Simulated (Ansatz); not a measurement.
**Run report: CH$_{9}$NSn, geometry relaxation (part 1 of 2)**

The run: geometry relaxation of CH$_{9}$NSn. Method and program: RKS B3LYP-D4/def2-SVP (Ansatz 0.2.0).

The input holds or restrains some coordinates. It belongs to a series of runs on one base structure; here: pulled along the bonds that form and break, towards end A. Figures and captions count atoms from 1; the log counts them from 0 in places.

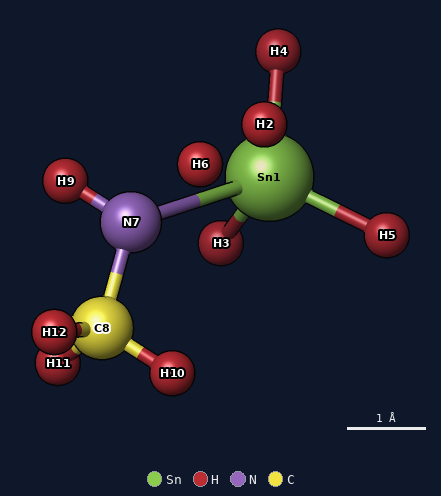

*The starting structure (ball-and-stick view, seen at a tilt; atoms are numbered from 1 in the order of the input). Sticks mark near contacts.*

Bond lengths as drawn: C–H 1.09 to 1.10 Å, C–N 1.44 Å, H–N 1.02 Å, H–Sn 1.71 to 1.72 Å and N–Sn 2.45 Å.

Input file
```yaml
crystal:
  periodic: [false, false, false]
  atoms:
    - { symbol: Sn, position_ang: [-1.5627, 0.6307, -0.3932] }
    - { symbol: H, position_ang: [-0.2549, 1.6661, 1.1103] }
    - { symbol: H, position_ang: [-1.9885, -0.7034, -1.3994] }
    - { symbol: H, position_ang: [-2.9489, 0.8459, 0.5902] }
    - { symbol: H, position_ang: [-1.3009, 1.8953, -1.5097] }
    - { symbol: H, position_ang: [0.3406, 0.885, 1.1107] }
    - { symbol: "N", position_ang: [0.4525, -0.3564, 0.599] }
    - { symbol: C, position_ang: [1.5445, -0.8595, -0.1932] }
    - { symbol: H, position_ang: [0.2107, -1.053, 1.2971] }
    - { symbol: H, position_ang: [1.7734, -0.131, -0.9694] }
    - { symbol: H, position_ang: [1.2979, -1.8145, -0.6681] }
    - { symbol: H, position_ang: [2.4363, -1.0052, 0.4256] }
basis:
  gaussian: { orbitals: def2-SVP }
hamiltonian:
  xc: b3lyp
  dispersion: d4
relax:
  f_tol: 0.15
  max_steps: 25
  restrain:
    - { distance: [0, 6], at: 3.4, k: 30.0 }
    - { distance: [5, 1], at: 1.92, k: 30.0 }
    - { distance: [0, 1], at: 1.7, k: 30.0 }
    - { distance: [5, 6], at: 1.02, k: 30.0 }
output:
  orbitals: {}
```

Run as:
```bash
ansatz run input.yaml --threads 2 --pin off --max-ram 3072MiB --backend cpu --events-out ev --progress --plain --runs-dir out
```

Output
```
The last accepted step is kept in [file] (removed where the run ends without a failure and the disk answers)
Engine: ansatz 0.2.0, aarch64-unknown-linux-gnu
Functional definition: B3LYP
  parameter a0 = 0.2
  parameter ax = 0.72
  parameter ac = 0.81
  exchange = (1 - a0 - ax)*slater_x + ax*b88_x + a0*exact_x
  correlation = (1 - ac)*vwn_rpa_c + ac*lyp_c
1188 factors; integrals over basis functions are off by at most 3.3e-4 eV
mean field evaluation 1: about -8494.8861 eV, gradient 5.5e1 eV
mean field evaluation 2: about -8469.8316 eV, gradient 1.1e2 eV
mean field evaluation 4: about -8501.9350 eV, gradient 6.7e0 eV
mean field evaluation 8: about -8502.0511 eV, gradient 7.7e-2 eV
mean field -8502.05113740 eV, -312.4446164024 hartree, gradient 2.1e-5 eV, S^2 0.000000; 0 other end points of the search recorded, 0 dependent functions left out
the calculation of the forces begins
reference -8502.05142013 eV, -312.4446267925 hartree; 22, 22 occupied and 77, 77 virtual orbitals, 1188 factors
relax step   1: F+E_penalty+E_count = -8502.40333505 eV  Δ(F+E_penalty+E_count) = +0.000e0 eV  max|allowed force component| = 1.085e0 eV/Å  E_restraint = 32.70206939 eV  max|allowed force component, restraints' pulls added| = 3.194e1 eV/Å  Δτ_max = 0.0000 Å  (25 SCF iters, accepted)
  distance Sn 0 - N 6 = 2.4535 Å
  distance H 5 - H 1 = 0.9822 Å
  distance Sn 0 - H 1 = 2.2456 Å
  distance H 5 - N 6 = 1.3474 Å
these checks for a lower state are left out or cut short: starts, cluster_reference, orbital_swaps, neighbouring_geometries, increment
1188 factors; integrals over basis functions are off by at most 9.4e-4 eV
mean field evaluation 16: about -8501.0032 eV, gradient 1.6e1 eV
mean field -8502.00410326 eV, -312.4428879293 hartree, gradient 7.0e-5 eV, S^2 0.000000; 0 other end points of the search recorded, 0 dependent functions left out
[... from here on the field's lines of each further geometry are left out, up to the last ...]
relax step   2: F+E_penalty+E_count = -8502.33426383 eV  Δ(F+E_penalty+E_count) = +6.907e-2 eV  max|allowed force component| = 3.167e0 eV/Å  E_restraint = 15.78700936 eV  max|allowed force component, restraints' pulls added| = 2.167e1 eV/Å  Δτ_max = 0.1948 Å  (30 SCF iters, accepted)
relax step   3: F+E_penalty+E_count = -8502.60978120 eV  Δ(F+E_penalty+E_count) = -2.755e-1 eV  max|allowed force component| = 3.297e0 eV/Å  E_restraint = 5.43544528 eV  max|allowed force component, restraints' pulls added| = 1.075e1 eV/Å  Δτ_max = 0.1949 Å  (28 SCF iters, accepted)
relax step   4: F+E_penalty+E_count = -8502.81139343 eV  Δ(F+E_penalty+E_count) = -2.016e-1 eV  max|allowed force component| = 1.937e0 eV/Å  E_restraint = 0.85168627 eV  max|allowed force component, restraints' pulls added| = 3.710e0 eV/Å  Δτ_max = 0.1947 Å  (28 SCF iters, accepted)
relax step   5: F+E_penalty+E_count = -8503.55936611 eV  Δ(F+E_penalty+E_count) = -7.480e-1 eV  max|allowed force component| = 9.558e-1 eV/Å  E_restraint = 0.02779634 eV  max|allowed force component, restraints' pulls added| = 1.319e0 eV/Å  Δτ_max = 0.1932 Å  (28 SCF iters, accepted)
relax step   6: F+E_penalty+E_count = -8503.91679760 eV  Δ(F+E_penalty+E_count) = -3.574e-1 eV  max|allowed force component| = 3.749e-1 eV/Å  E_restraint = 0.00250707 eV  max|allowed force component, restraints' pulls added| = 3.749e-1 eV/Å  Δτ_max = 0.1949 Å  (27 SCF iters, accepted)
relax step   7: F+E_penalty+E_count = -8504.04758436 eV  Δ(F+E_penalty+E_count) = -1.308e-1 eV  max|allowed force component| = 4.750e-1 eV/Å  E_restraint = 0.00406878 eV  max|allowed force component, restraints' pulls added| = 2.138e-1 eV/Å  Δτ_max = 0.1972 Å  (27 SCF iters, accepted)
relax step   8: F+E_penalty+E_count = -8504.09409013 eV  Δ(F+E_penalty+E_count) = -4.651e-2 eV  max|allowed force component| = 5.813e-1 eV/Å  E_restraint = 0.00469536 eV  max|allowed force component, restraints' pulls added| = 3.625e-1 eV/Å  Δτ_max = 0.2000 Å  (27 SCF iters, accepted)
relax step   9: F+E_penalty+E_count = -8504.12199085 eV  Δ(F+E_penalty+E_count) = -2.790e-2 eV  max|allowed force component| = 5.256e-1 eV/Å  E_restraint = 0.01138173 eV  max|allowed force component, restraints' pulls added| = 8.821e-1 eV/Å  Δτ_max = 0.1905 Å  (27 SCF iters, accepted)
relax step  10: F+E_penalty+E_count = -8504.14547445 eV  Δ(F+E_penalty+E_count) = -2.348e-2 eV  max|allowed force component| = 3.929e-1 eV/Å  E_restraint = 0.00648089 eV  max|allowed force component, restraints' pulls added| = 4.971e-1 eV/Å  Δτ_max = 0.1136 Å  (26 SCF iters, accepted)
relax step  11: F+E_penalty+E_count = -8504.18589591 eV  Δ(F+E_penalty+E_count) = -4.042e-2 eV  max|allowed force component| = 3.395e-1 eV/Å  E_restraint = 0.00437178 eV  max|allowed force component, restraints' pulls added| = 1.399e-1 eV/Å  Δτ_max = 0.2000 Å  (26 SCF iters, accepted)
relax step  12: F+E_penalty+E_count = -8504.21149090 eV  Δ(F+E_penalty+E_count) = -2.559e-2 eV  max|allowed force component| = 4.245e-1 eV/Å  E_restraint = 0.01366761 eV  max|allowed force component, restraints' pulls added| = 5.181e-1 eV/Å  Δτ_max = 0.1950 Å  (27 SCF iters, accepted)
relax step  13: F+E_penalty+E_count = -8504.23751548 eV  Δ(F+E_penalty+E_count) = -2.602e-2 eV  max|allowed force component| = 2.809e-1 eV/Å  E_restraint = 0.00357497 eV  max|allowed force component, restraints' pulls added| = 1.171e-1 eV/Å  Δτ_max = 0.1999 Å  (25 SCF iters, accepted)
relax step  14: F+E_penalty+E_count = -8504.25096643 eV  Δ(F+E_penalty+E_count) = -1.345e-2 eV  max|allowed force component| = 3.705e-1 eV/Å  E_restraint = 0.00949771 eV  max|allowed force component, restraints' pulls added| = 3.948e-1 eV/Å  Δτ_max = 0.1933 Å  (26 SCF iters, accepted)
relax step  15: F+E_penalty+E_count = -8504.25604126 eV  Δ(F+E_penalty+E_count) = -5.075e-3 eV  max|allowed force component| = 3.848e-1 eV/Å  E_restraint = 0.00213963 eV  max|allowed force component, restraints' pulls added| = 3.695e-1 eV/Å  Δτ_max = 0.1845 Å  (25 SCF iters, accepted)
relax step  16: F+E_penalty+E_count = -8504.28538744 eV  Δ(F+E_penalty+E_count) = -2.935e-2 eV  max|allowed force component| = 2.197e-1 eV/Å  E_restraint = 0.00208976 eV  max|allowed force component, restraints' pulls added| = 5.581e-2 eV/Å  Δτ_max = 0.1702 Å  (27 SCF iters, accepted)
relax step  17: F+E_penalty+E_count = -8504.29162270 eV  Δ(F+E_penalty+E_count) = -6.235e-3 eV  max|allowed force component| = 3.610e-1 eV/Å  E_restraint = 0.00238962 eV  max|allowed force component, restraints' pulls added| = 1.670e-1 eV/Å  Δτ_max = 0.1951 Å  (26 SCF iters, accepted)
relax step  18: F+E_penalty+E_count = -8504.29623100 eV  Δ(F+E_penalty+E_count) = -4.608e-3 eV  max|allowed force component| = 3.176e-1 eV/Å  E_restraint = 0.00198402 eV  max|allowed force component, restraints' pulls added| = 1.924e-1 eV/Å  Δτ_max = 0.0917 Å  (24 SCF iters, accepted)
the calculation of the forces begins
reference -8504.00705474 eV, -312.5164950388 hartree; 22, 22 occupied and 77, 77 virtual orbitals, 1188 factors
relax step  19: F+E_penalty+E_count = -8504.30386997 eV  Δ(F+E_penalty+E_count) = -7.639e-3 eV  max|allowed force component| = 2.320e-1 eV/Å  E_restraint = 0.00160856 eV  max|allowed force component, restraints' pulls added| = 3.260e-2 eV/Å  Δτ_max = 0.1158 Å  (26 SCF iters, accepted)
```

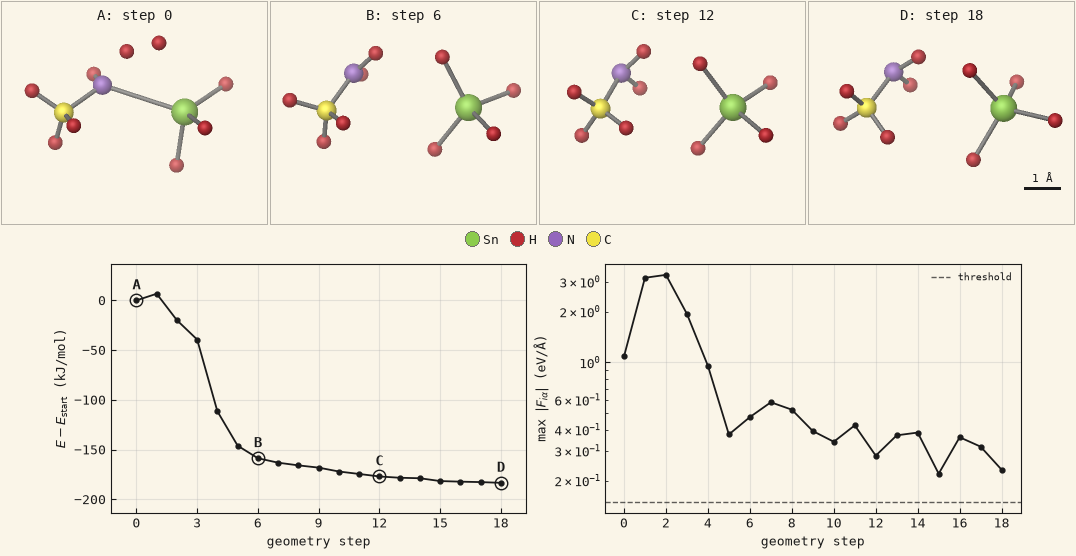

*Frames of the restrained relaxation (ball-and-stick view, seen on its broad side) above the curves, on which the letters mark them (the first geometry is step 0 here and step 1 in the log).*

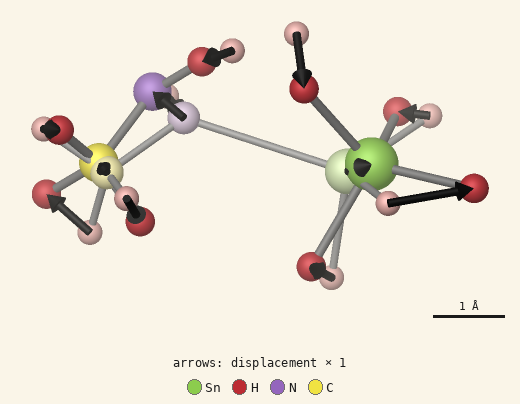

*Start (faint) and end (solid) with the displacements as black arrows, at true length (ball-and-stick view, seen on its broad side). The two geometries are laid on each other by the best rigid fit.*

The atom that moves furthest after the best rigid fit is H5 (1.27 Å). Largest moves by element: H 1.27 Å, N 0.68 Å, Sn 0.57 Å, C 0.25 Å. Among the contacts that change: Sn1–N7 2.454 → 3.405 Å, Sn1–H2 2.246 → 1.705 Å, H6–N7 1.347 → 1.019 Å, C8–H10 1.089 → 1.111 Å. New bonds form: H6–N7 (1.35 → 1.02 Å), Sn1–H2 (2.25 → 1.71 Å). Among the angles that change: N7–C8–H10 108.5° → 115.9°, H3–Sn1–H4 103.4° → 109.8°, H4–Sn1–H5 114.0° → 109.5°. Over 18 geometry steps the energy falls by 183.4 kJ/mol. The largest force component goes from 1.1 to 0.23 eV/Å. (Atoms are counted from 1 in the order of the input.)

```
  distance Sn 0 - N 6 = 3.4048 Å
  distance H 5 - H 1 = 1.9275 Å
  distance Sn 0 - H 1 = 1.7052 Å
  distance H 5 - N 6 = 1.0188 Å
1188 factors; integrals over basis functions are off by at most 8.5e-4 eV
mean field -8504.00677301 eV, -312.5164846853 hartree, gradient 6.8e-6 eV, S^2 0.000000; 1 other end points of the search recorded, 0 dependent functions left out
the calculation of the forces begins
reference -8504.00705474 eV, -312.5164950388 hartree; 22, 22 occupied and 77, 77 virtual orbitals, 1188 factors
Total energy: -8504.30415170 eV, -312.5274131506 hartree
Atom 0 at    -1.603691     1.173654    -0.546567 Å, force    -0.215541     0.011408    -0.118585 eV/Å
Atom 1 at    -0.171373     1.797604     0.136707 Å, force     0.055826     0.232043    -0.053396 eV/Å
Atom 2 at    -1.224559    -0.106786    -1.621351 Å, force     0.002006     0.008131    -0.006429 eV/Å
Atom 3 at    -2.598765     0.588504     0.725371 Å, force     0.002574    -0.001979    -0.006978 eV/Å
Atom 4 at    -2.432983     2.413013    -1.400573 Å, force    -0.005557    -0.000547     0.001958 eV/Å
Atom 5 at     0.470613     0.312080     1.183697 Å, force     0.057986    -0.179351     0.107698 eV/Å
Atom 6 at     0.690593    -0.682217     1.151881 Å, force     0.104871    -0.030625     0.086717 eV/Å
Atom 7 at     1.564442    -0.998389     0.034822 Å, force    -0.002605    -0.032604     0.015968 eV/Å
Atom 8 at    -0.185753    -1.199902     1.118860 Å, force    -0.001629    -0.000438    -0.000815 eV/Å
Atom 9 at     1.182318    -0.728357    -0.972896 Å, force     0.008128     0.003957    -0.007768 eV/Å
Atom 10 at     1.775133    -2.079818     0.024487 Å, force     0.008880    -0.010508    -0.011406 eV/Å
Atom 11 at     2.534025    -0.489386     0.165464 Å, force    -0.014939     0.000512    -0.006962 eV/Å
Dipole moment:    -0.118886     0.046699    -0.176385 e Å
```

Trajectory as extended XYZ (Å, eV, eV/Å), 19 frames, from step=1 to step=19
```
12
Properties=species:S:1:pos:R:3:forces:R:3 step=1 energy=-8502.40334
Sn   -1.5627    0.6307   -0.3932    0.8617  -0.3188   0.5434
H    -0.2549    1.6661    1.1103   -0.2928   0.6579   0.1800
H    -1.9885   -0.7034   -1.3994    0.1385  -0.3233  -0.0474
H    -2.9489    0.8459    0.5902    0.0102   0.0567   0.2061
H    -1.3009    1.8953   -1.5097    0.1713   0.1917  -0.0065
H     0.3406    0.8850    1.1107   -0.1408  -0.5136  -0.4490
N     0.4525   -0.3564    0.5990   -1.0849   0.6582  -0.3028
C     1.5445   -0.8595   -0.1932   -0.0472   0.0190  -0.0139
H     0.2107   -1.0530    1.2971   -0.2815  -0.2510   0.4427
H     1.7734   -0.1310   -0.9694    0.2705   0.1997  -0.3948
H     1.2979   -1.8145   -0.6681    0.0471  -0.2874  -0.2502
H     2.4363   -1.0052    0.4256    0.3478  -0.0891   0.0923
12
Properties=species:S:1:pos:R:3:forces:R:3 step=2 energy=-8502.33426
Sn   -1.6401    0.7506   -0.3889    1.5554  -0.8195   0.7425
H    -0.4187    1.7362    1.0314   -0.6409  -0.0888  -0.4570
H    -1.9864   -0.7017   -1.3967    0.4522   0.2902   0.5110
H    -2.9539    0.8480    0.5954   -1.0679   0.1869   0.5819
H    -1.2991    1.9019   -1.5132    0.0402   0.8862  -0.8256
H     0.4327    0.7370    1.0972    0.6624  -2.7885  -1.1890
N     0.5757   -0.3807    0.6802   -3.1669   3.0495   0.2435
C     1.5608   -0.8677   -0.1969    1.2113   0.2370   0.3354
H     0.2112   -1.0683    1.3095   -0.1037  -0.4823   0.8542
H     1.7754   -0.1291   -0.9717    0.1779   0.1401  -0.3185
H     1.2974   -1.8178   -0.6703   -0.1939  -0.2037  -0.0951
H     2.4449   -1.0087    0.4238    1.0740  -0.4070  -0.3831
12
Properties=species:S:1:pos:R:3:forces:R:3 step=3 energy=-8502.60978
Sn   -1.7106    0.8669   -0.3817    1.9232  -1.2874   0.6684
H    -0.5826    1.7677    0.9308   -0.7392  -0.4665  -0.7266
H    -1.9774   -0.6919   -1.3846    0.5891   0.7883   0.8751
H    -2.9781    0.8519    0.6060   -1.8160   0.2126   0.8135
H    -1.3004    1.9199   -1.5316   -0.0627   1.2916  -1.4007
H     0.5495    0.5848    1.0987    0.6699  -1.2968  -0.6085
N     0.6718   -0.3981    0.7556   -3.2969   1.6747   0.4558
C     1.5809   -0.8663   -0.1909    1.4080  -0.0423   0.1028
H     0.2103   -1.0756    1.3244   -0.1473  -0.4504   0.6647
H     1.7768   -0.1272   -0.9741    0.1058   0.1294  -0.2076
H     1.2936   -1.8157   -0.6679   -0.1975   0.0293   0.0561
H     2.4663   -1.0164    0.4152    1.5636  -0.5826  -0.6930
12
Properties=species:S:1:pos:R:3:forces:R:3 step=4 energy=-8502.81139
Sn   -1.7927    0.9751   -0.3920    1.3315  -1.7645   0.0376
H    -0.7338    1.7446    0.8104    0.0020  -0.3660  -0.1430
H    -1.9544   -0.6545   -1.3473    0.5489   1.0517   0.9751
H    -3.0471    0.8616    0.6286   -1.7261   0.2495   0.5214
H    -1.3104    1.9669   -1.5842   -0.2883   1.1668  -1.3230
H     0.6467    0.5068    1.1294    0.1716   0.5802   0.0272
N     0.7672   -0.4411    0.8530   -1.9372  -0.0410  -0.1030
C     1.6235   -0.8777   -0.1855    0.5752  -0.0545   0.4726
H     0.2021   -1.0986    1.3479   -0.2107  -0.3924   0.3371
H     1.7781   -0.1261   -0.9746    0.0128   0.0739   0.0063
H     1.2899   -1.8137   -0.6666   -0.0505   0.0903   0.1079
H     2.5310   -1.0433    0.3807    1.5708  -0.5940  -0.9163
12
Properties=species:S:1:pos:R:3:forces:R:3 step=5 energy=-8503.55937
Sn   -1.8499    1.0030   -0.4303    0.4443  -0.3006   0.1851
H    -0.7824    1.6677    0.7388    0.2469  -0.2011   0.0911
H    -1.8666   -0.5400   -1.2189    0.3812   0.0175   0.3011
H    -3.2033    0.9127    0.5904   -0.6805   0.3402  -0.2262
H    -1.4202    2.0560   -1.6900   -0.5769   0.4238  -0.3775
H     0.6758    0.4777    1.1655    0.0510   0.1439  -0.0670
N     0.8326   -0.4892    0.9503   -0.0758  -0.3682  -0.4804
C     1.6829   -0.9026   -0.1586   -0.2859   0.2319   0.9558
H     0.1919   -1.1378    1.3794   -0.0110  -0.0821  -0.0372
H     1.7686   -0.1303   -0.9476    0.0167  -0.0077   0.1842
H     1.2955   -1.8106   -0.6542    0.0643   0.0187   0.1266
H     2.6752   -1.1067    0.2751    0.4257  -0.2162  -0.6557
```
